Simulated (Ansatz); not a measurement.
Consider C$_{4}$H$_{7}$AlFN (SMILES [F][AlH][N]1C=CCC1).

```xyz
14

C    -1.8220   -0.8698   -0.8797
C    -2.0618   -1.2104   -2.1556
C    -0.9499   -0.6935   -3.0388
C     0.0006    0.0107   -2.0262
Al   -0.0129    0.4709    0.8660
F    -0.9455    0.1419    2.2094
N    -0.6362   -0.1446   -0.6893
H     1.3272    1.2737    0.9827
H    -2.4424   -1.0965   -0.0097
H    -2.9260   -1.7713   -2.5084
H    -0.4350   -1.5046   -3.5835
H    -1.3187    0.0086   -3.8076
H     0.1311    1.0773   -2.2701
H     1.0031   -0.4471   -2.0308
```

Geometry: B3LYP-D3(BJ)/def2-SVP.

These are results of Ansatz 0.2.0, isolated molecule in a Gaussian basis; Kohn-Sham density functional theory, functional PBE0, not measurements.

Q: What can the converged electron density and electron localisation function tell about the bonding?

A: C–C (1.34 Å): ρ is about 2.3 e/Å³ halfway; the ELF peaks at about 0.90 between the atoms: a short, multiple covalent bond.
C–N (1.40 Å): the density is about 2.1 e/Å³ at the midpoint; the ELF peaks at about 0.90 between the atoms; a covalent bond.
Al–F (1.67 Å): ρ at the midpoint is about 0.79 e/Å³; the ELF peaks at about 0.85 in the valence shell of F, 0.6 Å from its nucleus, and is about 0.30 at the midpoint.
Al–N (1.78 Å): ρ is about 0.84 e/Å³ halfway; the ELF peaks at about 0.90 in the valence shell of N, 0.7 Å from its nucleus, and is about 0.65 at the midpoint.

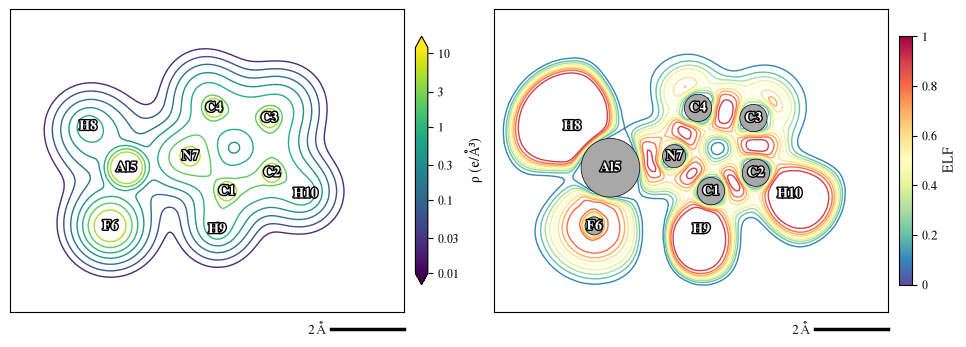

Computed electron density and electron localisation function on the plane of atoms C4, N7 and Al5, in this order. Grey discs cover the atomic cores in the ELF map. 
